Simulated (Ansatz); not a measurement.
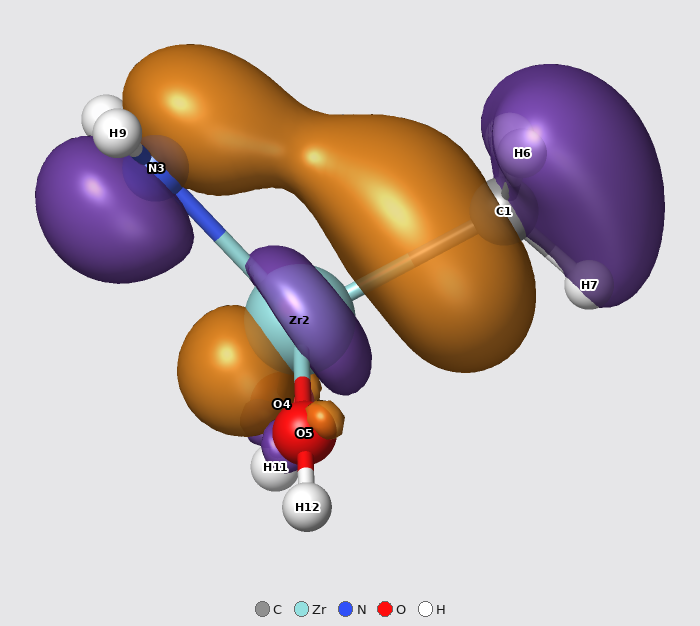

Figure. CH7NO2Zr (SMILES [CH3][Zr]([NH2])([OH])[OH]). The HOMO at ±0.1 Å⁻³ᐟ² (orange and purple are the two phases), seen across its widest extent.

Geometry: PBE0-D4/def2-TZVP; core potentials replace the inner electrons of Zr.

The calculation used RKS PBE0-D4/def2-TZVPP in Ansatz 0.2.0.

```yaml
atoms:
  - { symbol: C, position_ang: [-1.3674, -0.0412, 1.1641] }
  - { symbol: Zr, position_ang: [0.2340, -0.2125, -0.3924] }
  - { symbol: N, position_ang: [1.4731, 1.3728, -0.0777] }
  - { symbol: O, position_ang: [1.1560, -1.8552, 0.0113] }
  - { symbol: O, position_ang: [-0.6791, -0.0069, -2.0762] }
  - { symbol: H, position_ang: [-1.9216, 0.8990, 1.0680] }
  - { symbol: H, position_ang: [-2.0901, -0.8618, 1.0774] }
  - { symbol: H, position_ang: [-0.9479, -0.0751, 2.1756] }
  - { symbol: H, position_ang: [1.3957, 2.2784, -0.5202] }
  - { symbol: H, position_ang: [2.3003, 1.3686, 0.5033] }
  - { symbol: H, position_ang: [1.5164, -2.7363, 0.0024] }
  - { symbol: H, position_ang: [-1.0696, -0.1297, -2.9356] }
```

### Where does this orbital lie, and at what energy?

By Hirshfeld shares it lies mainly on C1 (about 45 %), Zr2 (about 25 %) and N3 (about 15 %). Its energy is −6.87 eV.
